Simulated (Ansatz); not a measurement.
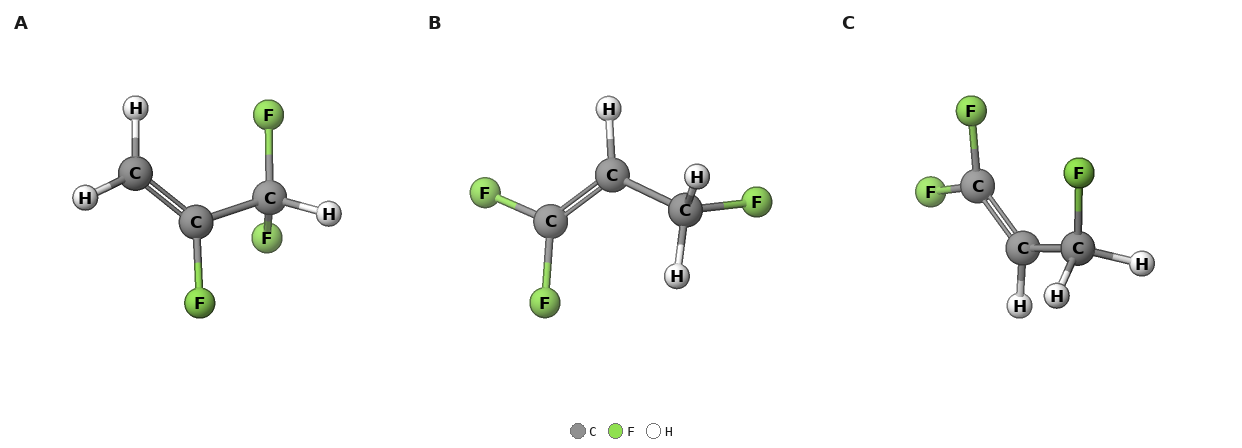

3 stationary structures of one formula. Geometries: PBE0-D4/def2-TZVP. Electronic energies: CCSD(T)/CBS (MP2 limit from def2-TZVPP and def2-QZVPP plus CCSD(T) − MP2) (Ansatz 0.2.0), without zero-point energy. No frequency run is at hand to confirm each as a minimum. Each is one conformer, not always the lowest.

### Rank them by energy, lowest first.

A is lowest; B lies 15.0 kJ/mol above it, C lies 28.8 kJ/mol above it. A is `C=C(F)C(F)F`, B is `FCC=C(F)F`, C is `FCC=C(F)F`.
